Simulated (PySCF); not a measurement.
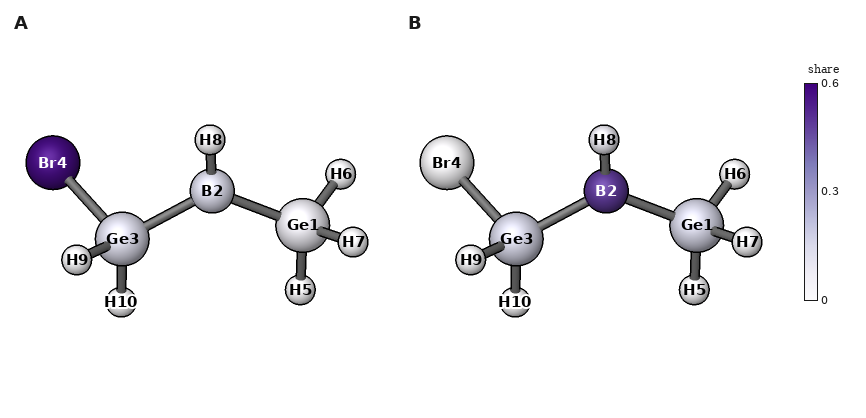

Each panel colours the atoms by their Löwdin share in one orbital (up to four of the largest shares; other atoms are shown as zero). Computed geometry: GFN2-xTB optimisation. No frequency run is at hand to confirm it as a minimum. Method: CAM-B3LYP/def2-SVPD (PySCF 2.14.0).

> The panels show the HOMO, LUMO, in some order. Which is which?

A: HOMO, −9.22 eV; Br4 0.58, B2 0.14, Ge3 0.13, Ge1 0.06
B: LUMO, −2.33 eV; B2 0.49, Ge3 0.15, Ge1 0.15, H8 0.07

The geometry is semi-empirical. Around B, Br, Ge such bond lengths and angles can be off by a tenth of an ångström or more and by several degrees, and values that hang on the shape move with them.
